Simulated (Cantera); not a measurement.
Input: 1 mol Si, 17 mol HBr, 12 mol H₂, equilibrated at 10.0 mbar.

These are equilibrium values from Cantera (NASA tables, ideal gas, pure condensed phases), not measurements of a reactor. Candidate condensed phases: Br₂, Si; 19 gas species. The tables' values for SiBr₃, SiBr are old estimates; treat these amounts as uncertain. Kinetics and transport are ignored.

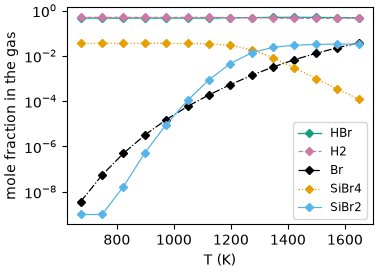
*Equilibrium gas composition (values under 1e-9 drawn at 1e-9)*

From 673 K to 1648 K nothing is condensed. The main Si-bearing gas is SiBr₄ at 673 K and SiBr₂ at 1648 K.
